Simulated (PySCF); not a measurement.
# C2H3N (Ethenimine): the cost of one run

Computed with PySCF 2.14.0, with density-fitted response routines of our own, on a single molecule in the gas phase. Atoms count from 0, in the outputs and in this text.

## Step 1: The starting structure

6 atoms, charge 0, multiplicity 1; geometry from: GFN2-xTB. The atoms were then displaced at random by about 0.01 Å, so the start is not that level's minimum.

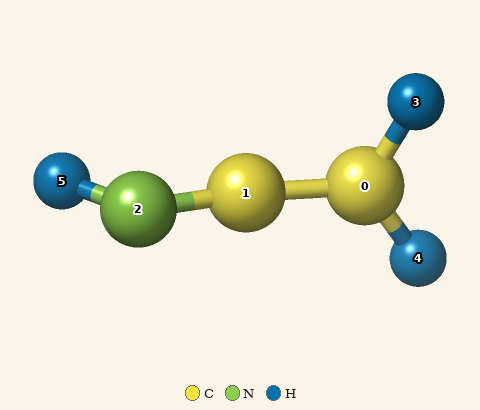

As it starts; carbon yellow, nitrogen green, hydrogen blue, atoms numbered; sticks join atoms by distance.

## Step 2: Geometry optimisation at PBE0-D3(BJ)/def2-SVP

Job settings and geometry (Å):

```
{"job": {"xc": "PBE0", "basis": "def2-SVP", "d3": "d3bj", "grid": 1, "shake": 0.01, "kind": "geom"}, "charge": 0, "multiplicity": 1}
C     -0.949940    -0.057230     0.079600
C      0.303690     0.000480    -0.114460
N      1.444950     0.021950    -0.486120
H     -1.521540     0.871040     0.094100
H     -1.485790    -0.969980     0.213690
H      2.232790     0.103740     0.168520
```

On the command line:

```console
$ OMP_NUM_THREADS=1 python probes_run.py task.json out
```

The driver reads the jobs from task.json and runs them one after another.

**Question.** How long does this first job take on 1 thread of Arm Neoverse V2, shared host, and how much memory does it need?

About 3.2 s, with a peak of 0.27 GiB.
